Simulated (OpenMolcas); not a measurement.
# One shape, several levels: triplet CH6NPSi

Aim: a comparison of 6 runs (UB3LYP/6-31G*, U-r2SCAN/def2-SVP, U-revPBE/def2-SVP, UBLYP/def2-SVP, UM06-2X/def2-SVP, UTPSS/def2-SVP) of triplet CH6NPSi. 

Program for the calculation: OpenMolcas 26.06.

### 1 Starting point

CH6NPSi: 10 atoms, total charge 0, spin state triplet. As SMILES of the parent species, `C1NP[SiH2]1`. Geometry: relaxed at PBE0-D4/def2-TZVP. That shape belongs to the parent species and isn't relaxed for this state.

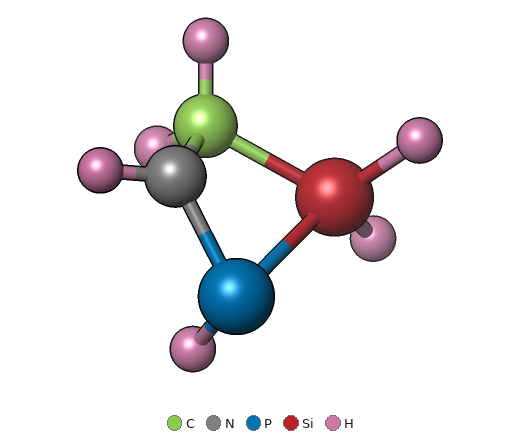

The structure, seen from a chosen angle (carbon green, nitrogen grey, phosphorus blue, silicon red, hydrogen pink).

### 2 The energy at UB3LYP/6-31G(d) (spherical functions) (run 1)

Contents of run.input:

```
>>> EXPORT MOLCAS_PRINT=2

&GATEWAY
  BasLib
  $CurrDir
  Coord
  10
  angstrom
  C       -0.518900       0.753700      -0.280300
  N        0.388700       0.867200       0.865200
  P        0.973900      -0.716000       1.275900
  Si       0.382300      -0.797300      -0.907400
  H       -0.525900       1.647300      -0.910700
  H       -1.554200       0.512400       0.003600
  H        0.126500       1.500500       1.609100
  H       -0.253100      -1.393600       1.631500
  H        1.493100      -0.499900      -1.848100
  H       -0.429200      -1.925500      -1.435800
  Basis
  6-31Gs
  Group
  NoSym

&SEWARD
  GridInput
  Grid=UltraFine
  End of Grid

&SCF
  UHF
  Spin
  3
  KSDFT
  B3LYP
  Thresholds
  1e-10 1e-07 1e-07 1e-05
  PrOrbitals
  1 2
```

The basis set 6-31G* is read from a file made from the Basis Set Exchange's data (not shown).

Run with:

```bash
$ export MOLCAS_MEM=1860
$ pymolcas run.input > run.log
```

Log:

```text
--- Start Module: gateway ---
[...]
--- Stop Module: gateway /rc=_RC_ALL_IS_WELL_ ---
--- Start Module: seward ---
[...]
      Basis functions           76
--- Stop Module: seward /rc=_RC_ALL_IS_WELL_ ---
[...]
--- Start Module: scf ---
[...]
       Convergence after  26 Iterations
[...]
::    Total KS-DFT energy                            -727.1118290575
[...]
      Total spin, S                                     1.0020595035
[...]
      Total electronic charge=   48.000000
      Total            charge=   -0.000000
[...]
      Dipole Moment (debye):
      Origin of the operator (angstrom)=    0.4277   -0.2577    0.2410
                   X= -1.5771E+00               Y=  9.2635E-01               Z=  4.9995E-01           Total=  1.8962E+00
      Quadrupole Moment (debye*angstrom):
[...]
--- Stop Module: scf /rc=_RC_ALL_IS_WELL_ ---
[...]
```

Wall time 84 s (1 thread of AMD EPYC 7R43 (Zen 3), shared host); peak memory 0.43 GiB.

### 3 The energy at U-r2SCAN/def2-SVP (run 2)

Contents of input.xyz:

```xyz
10

C     -0.518900     0.753700    -0.280300
N      0.388700     0.867200     0.865200
P      0.973900    -0.716000     1.275900
Si     0.382300    -0.797300    -0.907400
H     -0.525900     1.647300    -0.910700
H     -1.554200     0.512400     0.003600
H      0.126500     1.500500     1.609100
H     -0.253100    -1.393600     1.631500
H      1.493100    -0.499900    -1.848100
H     -0.429200    -1.925500    -1.435800
```

Contents of mol.input:

```
&GATEWAY
  BasLib = $CurrDir
  Coord = input.xyz
  Basis = def2-SVP
  Group = NoSym

&SEWARD
  GridInput
  Grid=UltraFine
  End of Grid

&SCF
  UHF
  Spin = 3
  KSDFT = 2
  1.0 MGGA_X_R2SCAN
  1.0 MGGA_C_R2SCAN
  Thresholds = 1e-10 1e-07 1e-07 1e-05
  PrOrbitals = 1 1
```

The basis set def2-SVP is read from a file made from the Basis Set Exchange's data (not shown).

Run with:

```bash
$ export MOLCAS_MEM=1860
$ pymolcas mol.input > mol.log
```

Log:

```text
--- Start Module: gateway ---
[...]
--- Stop Module: gateway /rc=_RC_ALL_IS_WELL_ ---
--- Start Module: seward ---
[...]
      Basis functions           94
--- Stop Module: seward /rc=_RC_ALL_IS_WELL_ ---
[...]
--- Start Module: scf ---
[...]
       Convergence after  26 Iterations
[...]
::    Total KS-DFT energy                            -726.7431178116
[...]
      Total spin, S                                     1.0032958748
[...]
      Total electronic charge=   48.000000
      Total            charge=   -0.000000
[...]
      Dipole Moment (debye):
      Origin of the operator (angstrom)=    0.4277   -0.2577    0.2410
                   X= -1.2922E+00               Y=  8.4594E-01               Z=  7.8264E-01           Total=  1.7314E+00
      Quadrupole Moment (debye*angstrom):
[...]
--- Stop Module: scf /rc=_RC_ALL_IS_WELL_ ---
[...]
```

Run time: 3.1 min. Hardware: 1 thread of AMD EPYC 7R43 (Zen 3), shared host; peak memory 0.51 GiB.

Runs 3 to 5 aren't shown in full; the table further down has their settings and results.

### 4 A single-point energy at UTPSS/def2-SVP (run 6)

Contents of job.input:

```
&GATEWAY
 BasLib = $CurrDir
 Coord
 10
 bohr
 C     -0.98057889     1.42428658    -0.52969023
 N      0.73453654     1.63877050     1.63499104
 P      1.84040427    -1.35304391     2.41110156
 Si     0.72244230    -1.50667864    -1.71473749
 H     -0.99380697     3.11294585    -1.72097358
 H     -2.93701234     0.96829567     0.00680301
 H      0.23905035     2.83553405     3.04075831
 H     -0.47828968    -2.63352233     3.08308817
 H      2.82155008    -0.94467409    -3.49240285
 H     -0.81107045    -3.63866765    -2.71326877
 Basis = def2-SVP
 Group = NoSym

&SEWARD
 GridInput
 Grid=UltraFine
 End of Grid

&SCF
 UHF
 Spin = 3
 KSDFT = 2
 1.0 MGGA_X_TPSS
 1.0 MGGA_C_TPSS
 Thresholds = 1e-10 1e-07 1e-07 1e-05
 PrOrbitals = 0
```

The basis set def2-SVP is read from a file made from the Basis Set Exchange's data (not shown).

Run with:

```bash
$ export MOLCAS_MEM=1860
$ pymolcas job.input > job.log
```

Log:

```text
--- Start Module: gateway ---
[...]
--- Stop Module: gateway /rc=_RC_ALL_IS_WELL_ ---
--- Start Module: seward ---
[...]
      Basis functions           94
--- Stop Module: seward /rc=_RC_ALL_IS_WELL_ ---
[...]
--- Start Module: scf ---
[...]
       Convergence after  26 Iterations
[...]
::    Total KS-DFT energy                            -726.9219137047
[...]
      Total spin, S                                     1.0020438684
[...]
      Total electronic charge=   48.000000
      Total            charge=   -0.000000
[...]
      Dipole Moment (debye):
      Origin of the operator (angstrom)=    0.4277   -0.2577    0.2410
                   X= -1.3456E+00               Y=  9.1164E-01               Z=  6.0621E-01           Total=  1.7347E+00
      Quadrupole Moment (debye*angstrom):
[...]
--- Stop Module: scf /rc=_RC_ALL_IS_WELL_ ---
[...]
```

Run time: 3.3 min. Hardware: 1 thread of AMD EPYC 7R43 (Zen 3), shared host; peak memory 0.51 GiB.

### 5 The series

| run | level | energy (Eh) | dipole moment (D) | HOMO energy (eV) | ⟨S²⟩ | wall time |
| --- | --- | --- | --- | --- | --- | --- |
| 1 | UB3LYP/6-31G* (spherical functions) | -727.111829 | 1.90 | -2.13 | 2.006 | 84 s |
| 2 | U-r2SCAN/def2-SVP | -726.743118 | 1.73 | -1.65 | 2.010 | 3.1 min |
| 3 | U-revPBE/def2-SVP | -726.700799 | 1.70 | -1.41 | 2.005 | 2.2 min |
| 4 | UBLYP/def2-SVP | -726.790069 | 1.56 | -1.16 | 2.004 | 2.3 min |
| 5 | UM06-2X/def2-SVP | -726.752841 | 1.39 | -3.09 | 2.007 | 3.2 min |
| 6 | UTPSS/def2-SVP | -726.921914 | 1.73 | -1.46 | 2.006 | 3.3 min |

### 6 Outcome

```
                                 quantity          value
                      run 6: total energy  -726.92191 Eh
                     run 6: dipole moment         1.73 D
run 6: HOMO energy (highest over α and β)       -1.46 eV
                              run 6: ⟨S²⟩          2.006
```

**Reading.** The dipole moment (its size) runs from 1.39 D (UM06-2X/def2-SVP) to 1.90 D (UB3LYP/6-31G*). The two ends differ in method and basis. Totals of different functionals can't be ranked against each other. All runs together took 16 min, the longest 3.3 min.
